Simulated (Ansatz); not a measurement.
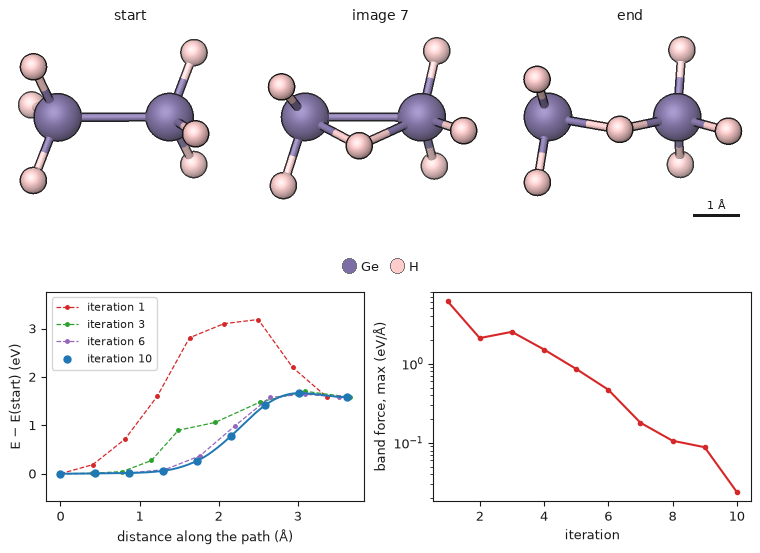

A search for the minimum-energy path of Ge2H6 by the nudged elastic band. Images are numbered from 0 (start) to 8 (end). The plot follows the band through its iterations. The picture is a ball-and-stick view, seen at a tilt.

Level of theory: RKS PBE-D4/def2-SVP (Ansatz). Run with 7 movable images; climbing image; force threshold 0.03 eV/Å; iteration limit 60; starting path through a guess of the saddle point.

### Judge this run.

The result is final at these settings. The band converged in 10 iterations. The largest component of the band force went from 6.2 to 0.024 eV/Å. The climbing image converged on the top of the path. Its vibrational analysis gives one imaginary mode (373i cm⁻¹), as a transition state must have. The first iteration put the highest image at 3.19 eV. The energy climbs by 1.67 eV to image 7 and then falls by 0.08 eV, so the end point sits at +1.58 eV.

The run took 97 s on 2 threads of Arm Neoverse V1, with other jobs on the host, peak memory 0.14 GiB.
